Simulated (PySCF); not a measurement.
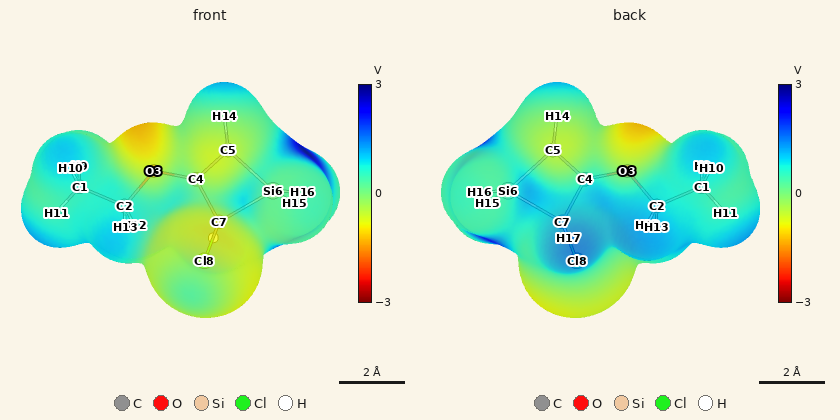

Figure 1: C$_{5}$H$_{9}$ClOSi. The molecular electrostatic potential painted on the density surface at 0.004 e/bohr³, seen from the front and from behind; red is negative and blue positive.

Geometry: GFN2-xTB.

All numbers below come from wB97X-D/def2-SVPD, SCF density, gas phase (PySCF).

```yaml
atoms:
  - { symbol: C, position_ang: [2.8360, -0.0543, 0.9173] }
  - { symbol: C, position_ang: [1.5529, -0.3752, 0.1694] }
  - { symbol: O, position_ang: [0.5841, 0.6014, 0.5299] }
  - { symbol: C, position_ang: [-0.6698, 0.4615, 0.0994] }
  - { symbol: C, position_ang: [-1.7086, 1.2911, 0.3449] }
  - { symbol: Si, position_ang: [-2.9520, 0.3007, -0.6317] }
  - { symbol: C, position_ang: [-1.2583, -0.6530, -0.7176] }
  - { symbol: Cl, position_ang: [-0.5243, -0.8067, -2.3474] }
  - { symbol: H, position_ang: [2.6653, -0.0918, 1.9899] }
  - { symbol: H, position_ang: [3.1766, 0.9438, 0.6560] }
  - { symbol: H, position_ang: [3.6057, -0.7737, 0.6527] }
  - { symbol: H, position_ang: [1.1933, -1.3768, 0.4361] }
  - { symbol: H, position_ang: [1.7240, -0.3450, -0.9128] }
  - { symbol: H, position_ang: [-1.6764, 2.1862, 0.9393] }
  - { symbol: H, position_ang: [-3.3848, 0.7848, -1.9375] }
  - { symbol: H, position_ang: [-4.0015, -0.4432, 0.0625] }
  - { symbol: H, position_ang: [-1.1691, -1.6379, -0.2602] }
```

Which sites attract a positive test charge, and which a negative one?

Answer. A positive charge is drawn to the negative regions and a negative charge to the positive ones. The most negative region (about −1.2 V) lies over O3, the most positive (about +2.5 V) over Si6. Cl8 shows a σ-hole: about +0.4 V at the tip opposite its bond, against about −0.4 V on its flanks. O3 is the likeliest acceptor of a hydrogen bond.
